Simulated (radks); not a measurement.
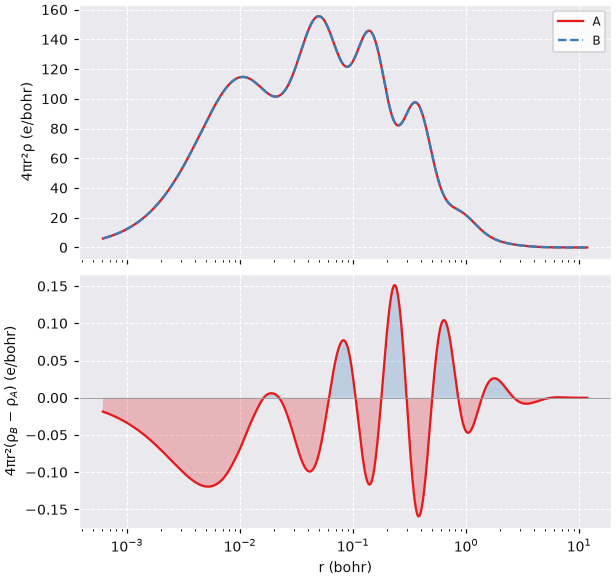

Atomic lead (Pb) in [Xe] 4f14 5d10 6s2 6p2 (high spin) was computed by two methods: BP86; LDA (VWN5). Both runs are scalar-relativistic, spin-polarised and spherical. Computed with the in-house radial solver radks.

The plot shows both radial densities and the radial density of run B less that of run A; on the logarithmic r axis, areas aren't charges.

A is BP86 and B is LDA (VWN5).

### How do the two densities differ?

B holds 0.057 electrons more than A where the difference is positive (most at r = 0.23 bohr) and as many fewer where it is negative (most at r = 0.38 bohr), out of 82 electrons.
